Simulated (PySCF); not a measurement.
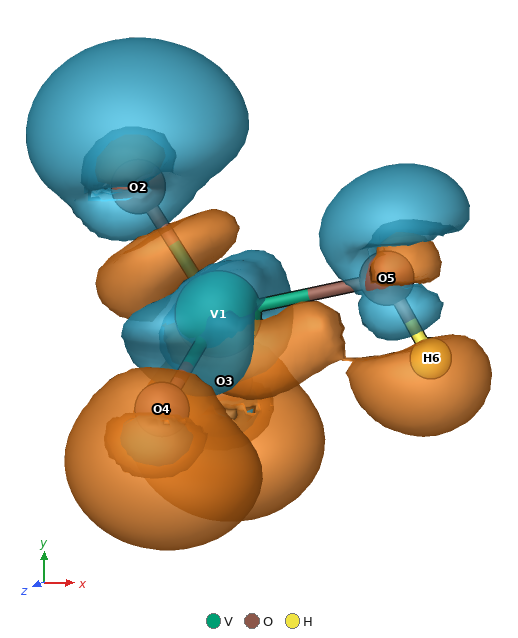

[VO3(OH)]2- (HO₄V, charge −2). Change of the electron density in a uniform field of 0.15 V/Å, surfaces at ±0.001 e/Å³ (light blue: gain, orange: loss).

Computed with PySCF, CAM-B3LYP/def2-SVPD, geometry: GFN2-xTB. This is a single-reference result, which may miss multireference character in this system. No frequency check shows the geometry to be a minimum. GFN2-xTB bond lengths at metals and heavier atoms can be off by up to 0.1 Å and shapes distorted, which carries into these values.

### Along which Cartesian direction does the field point?

Along −y: electrons gather on the +y side, against the field.

### What dipole is induced, and what polarisability does it imply?

The induced dipole is 0.54 D (along the field); α along this axis, from the fields in both directions, is 71 bohr³ (10.5 Å³).

### Which atoms gain and lose the most charge?

Electrons gather most on O2 (Hirshfeld charge changes by −0.014 e) and leave O3 and O4 alike most (+0.009 e); 0.044 electrons are displaced in all.

The PySCF run took 35 s on 1 thread of Intel(R) Xeon(R) Platinum 8259CL CPU @ 2.50GHz (Skylake/Cascade Lake) (shared host), peak memory 0.65 GiB.
